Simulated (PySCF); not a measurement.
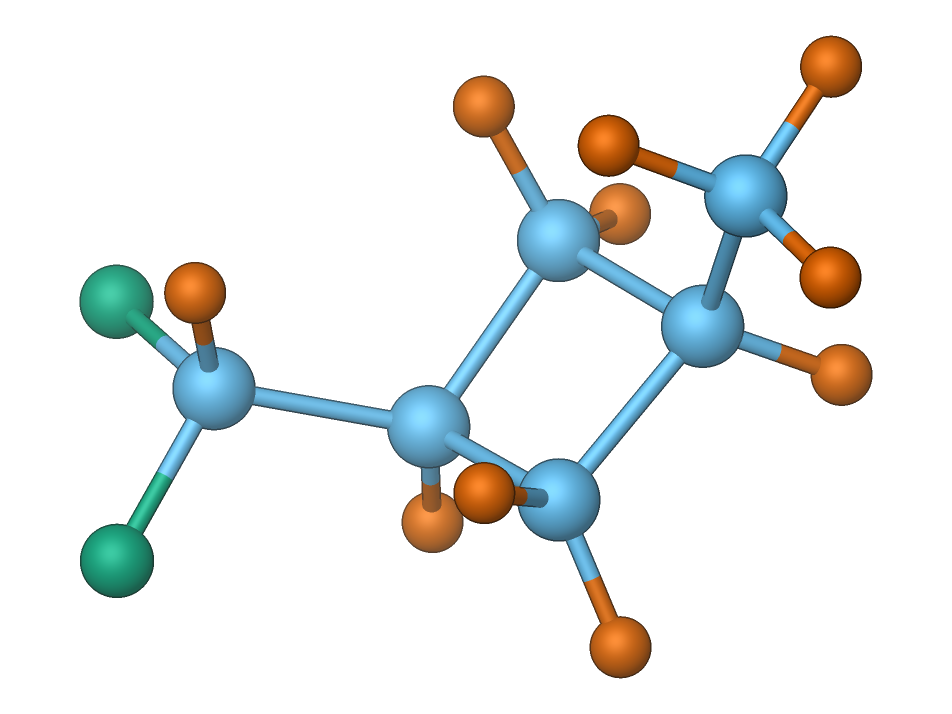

A ball-and-stick model of a molecule. Every bond is drawn as one stick, whatever its order. Colours: carbon blue, fluorine teal, hydrogen orange.

The computed structure is the end point of a GFN2-xTB optimisation. No frequency run is at hand to confirm it as a minimum.

Question: Give the formula.

Answer: C6H10F2, 18 atoms: 6 carbon, 10 hydrogen and 2 fluorine.

Question: Describe its rings.

Answer: Independent rings (smallest set): 1 of 4 members.

Question: Name functional groups in it.

Answer: Among them: C–F bond.

Question: How many bonds of each kind are drawn?

Answer: 10 C–H, 6 C–C, 2 C–F.

The parts below concern this one geometry. Atoms keep their numbers from picture to picture.

Geometry

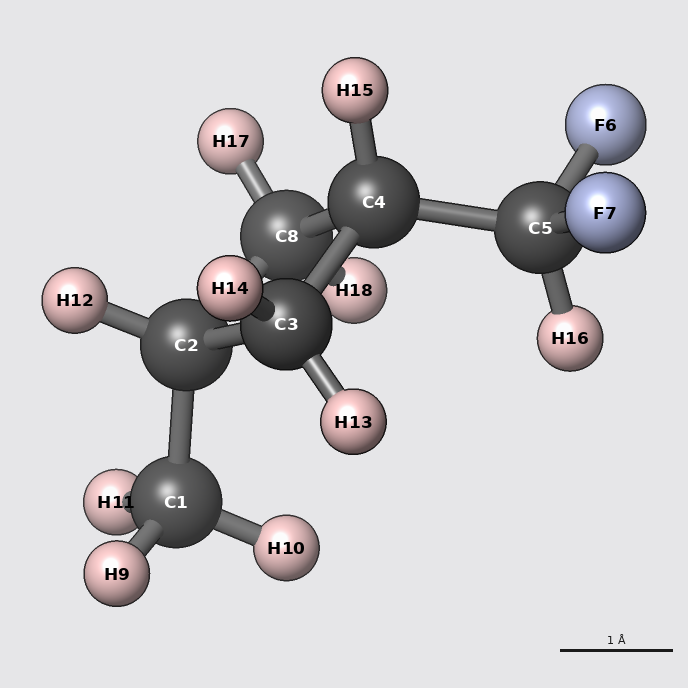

Atoms carry their numbers in the input. No frequency run is at hand to confirm it as a minimum.

List the bonds and their lengths. Leave out bonds to hydrogen.

| bond | length (Å) | order |
| --- | --- | --- |
| C1–C2 | 1.517 | single |
| C2–C3 | 1.542 | single |
| C2–C8 | 1.542 | single |
| C3–C4 | 1.538 | single |
| C4–C5 | 1.515 | single |
| C4–C8 | 1.538 | single |
| C5–F6 | 1.358 | single |
| C5–F7 | 1.358 | single |

Electronic properties

No frequency run is at hand to confirm it as a minimum. Properties computed with PBE0/def2-SVPD, gas phase (PySCF 2.14.0). Excitations: vertical, linear response.

Question: Give the lowest vertical singlet excitation at this level.

Answer: 8.15 eV.

Question: Estimate the dipole moment.

Answer: 2.70 D.

Question: Give the brightest of the 6 lowest singlets at this level.

Answer: 8.28 eV.

Question: Estimate the HOMO–LUMO gap.

Answer: 9.33 eV.

Ring current

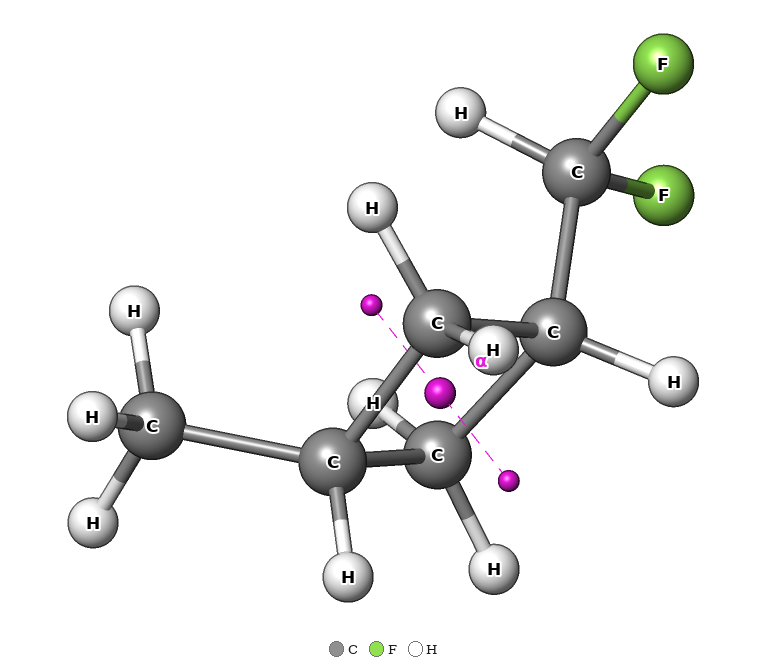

The small points mark where nucleus-independent chemical shifts (NICS) were computed: at the centre of each lettered ring and 1 Å above and below it. No frequency run is at hand to confirm it as a minimum. Properties computed with GIAO PBE0/pcSseg-1 NMR shielding, non-relativistic, gas phase (PySCF 2.14.0).

Give NICS(0), NICS(1) and the out-of-plane component NICS(1)zz for each ring (means of the two sides).

| ring | members | NICS(0) | NICS(1) | NICS(1)zz |
| --- | --- | --- | --- | --- |
| α | C4 | 0.0 | −0.4 | 4.2 |

Values in ppm.

NMR shielding

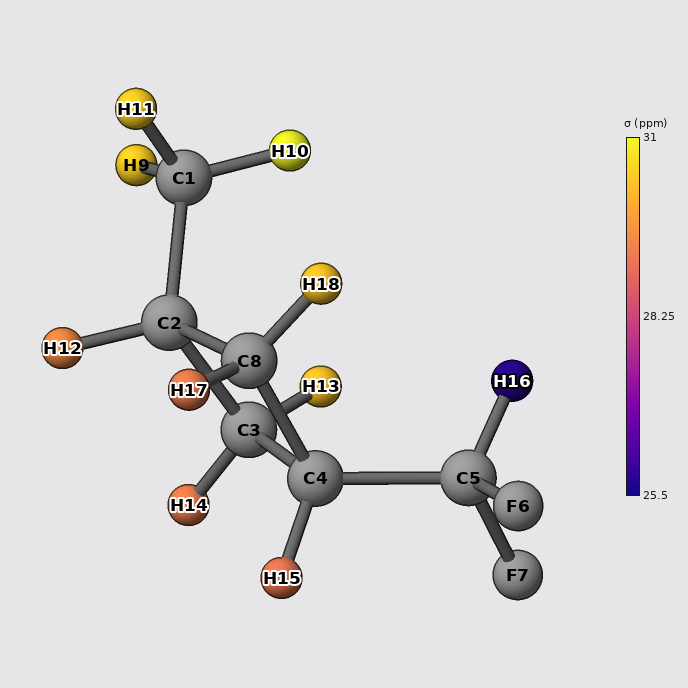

Atoms are coloured by their isotropic NMR shieldings (H only, the others grey). No frequency run is at hand to confirm it as a minimum. Method: GIAO PBE0/pcSseg-1 NMR shielding, non-relativistic, gas phase (PySCF 2.14.0).

Question: Which H atom is the most shielded (lowest chemical shift)?

Answer: H10 (30.92 ppm).

Question: Which H atom is the least shielded (highest chemical shift)?

Answer: H16 (25.79 ppm).

Question: How wide is the range of H shifts?

Answer: 5.13 ppm.

Give the isotropic NMR shieldings of the H atoms atom by atom.

| atom | σ (ppm) |
| --- | --- |
| H9 | 30.49 |
| H10 | 30.92 |
| H11 | 30.49 |
| H12 | 29.48 |
| H13 | 30.34 |
| H14 | 29.30 |
| H15 | 29.18 |
| H16 | 25.79 |
| H17 | 29.30 |
| H18 | 30.34 |
